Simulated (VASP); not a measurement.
Band structure of Zn (hcp). All values below come from revPBE GGA, VASP's PBE PAW potentials (set 64) (plane waves; VASP 6.6.1).

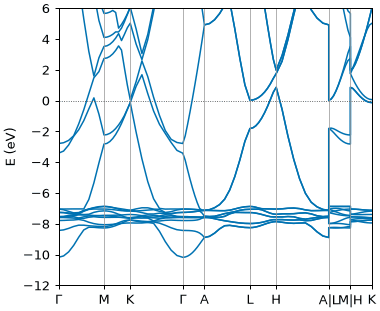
Figure: Bands along high-symmetry lines, zero at the valence-band maximum or, without a gap, the Fermi level

Q: Read the plot: is there a gap, and where are the band edges?

A: It has no gap at this level: it comes out as a metal or semimetal. (Edges off the drawn lines would not show.)

The compound is Zn in the hcp structure. It was relaxed first.
